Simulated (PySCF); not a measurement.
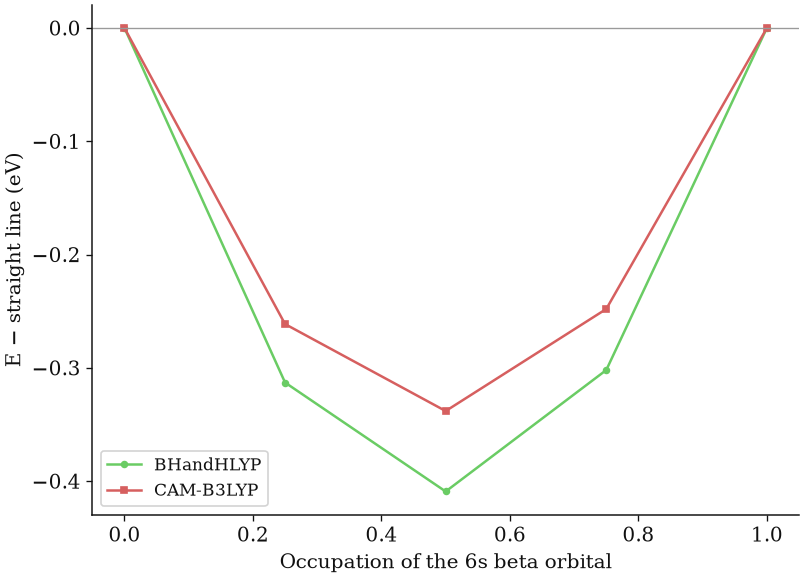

One 6s beta orbital of neutral osmium ([Xe] 4f¹⁴ 5d⁶ 6s²) is emptied in steps. The plot gives the energy less the straight line between the integer ends. PySCF, def2-SVP with a 60-electron core potential, unrestricted single determinants, no spin-orbit coupling.

### What do the curves say about each method?

BHandHLYP: convex (delocalisation error), largest departure −0.41 eV, removal energy 8.119 eV; CAM-B3LYP: convex (delocalisation error), largest departure −0.34 eV, removal energy 8.403 eV. The measured removal energy is 8.438 eV. The exact energy is a straight line between whole electron numbers.
